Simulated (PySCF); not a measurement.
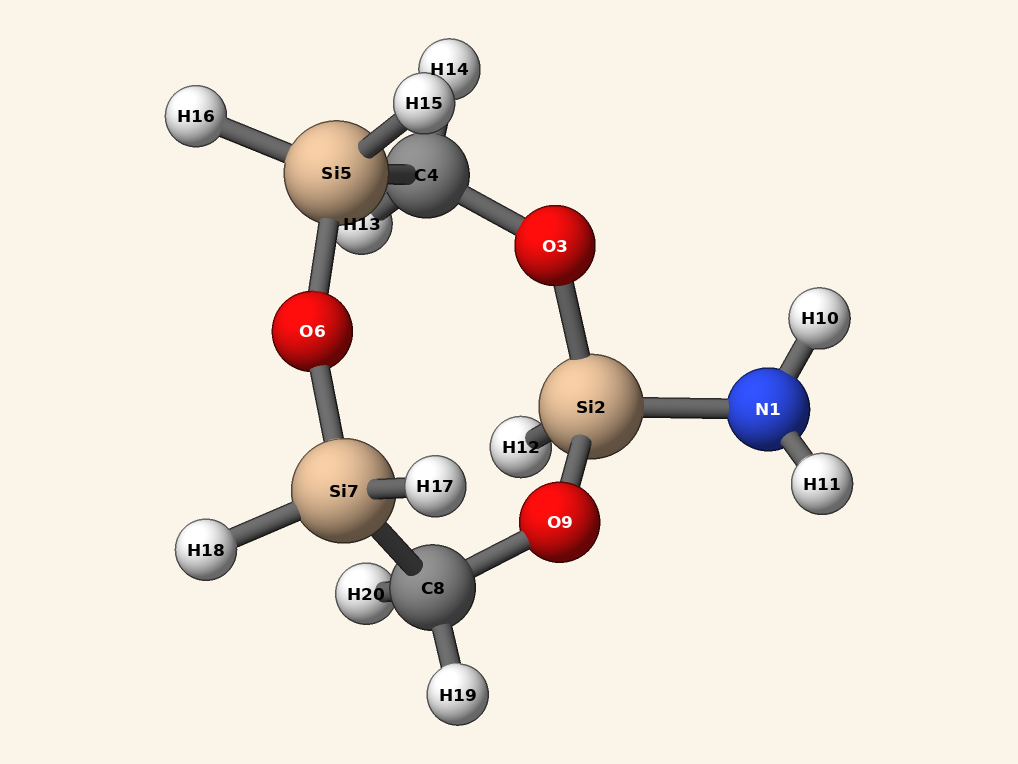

Every bond is drawn as one stick. The computed structure is the end point of a GFN2-xTB optimisation. No frequency run is at hand to confirm it as a minimum. Computed with PBE0/pcSseg-1 (PySCF 2.14.0).

List the Mayer bond orders of N1–Si2, Si2–O3, Si2–O9, O3–C4, C4–Si5, Si5–O6, O6–Si7, Si7–C8, C8–O9 (bonds between heavy atoms, one of each equivalent set). Atoms whose distances differ by more than 0.02 Å in this geometry are listed apart.

```json
{"bond": "N1–Si2", "Mayer order": "1.09", "length (Å)": "1.712"}
{"bond": "Si2–O3", "Mayer order": "0.97", "length (Å)": "1.622"}
{"bond": "Si2–O9", "Mayer order": "0.97", "length (Å)": "1.622"}
{"bond": "O3–C4", "Mayer order": "0.85", "length (Å)": "1.413"}
{"bond": "C4–Si5", "Mayer order": "0.88", "length (Å)": "1.909"}
{"bond": "Si5–O6", "Mayer order": "0.93", "length (Å)": "1.622"}
{"bond": "O6–Si7", "Mayer order": "0.93", "length (Å)": "1.622"}
{"bond": "Si7–C8", "Mayer order": "0.88", "length (Å)": "1.909"}
{"bond": "C8–O9", "Mayer order": "0.85", "length (Å)": "1.413"}
```

The geometry is semi-empirical. Around Si such bond lengths and angles can be off by a tenth of an ångström or more and by several degrees, and values that hang on the shape move with them.
